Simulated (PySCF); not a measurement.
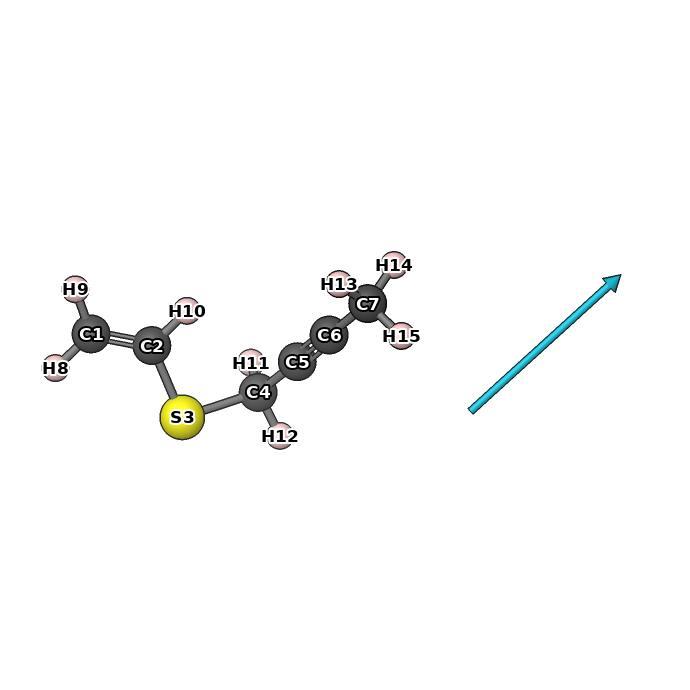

The arrow beside the molecule shows the direction of the dipole moment, from the negative to the positive end (its length means nothing). The computed structure is the end point of a PBE0-D3(BJ)/def2-SVP optimisation. No frequency run is at hand to confirm it as a minimum. Method: B3LYP/def2-SVPD in chloroform (IEF-PCM) (PySCF 2.14.0).

### How large is the dipole moment?

2.31 D; it points from the side of H8 to the side of H14 (the outermost atoms at the two ends).
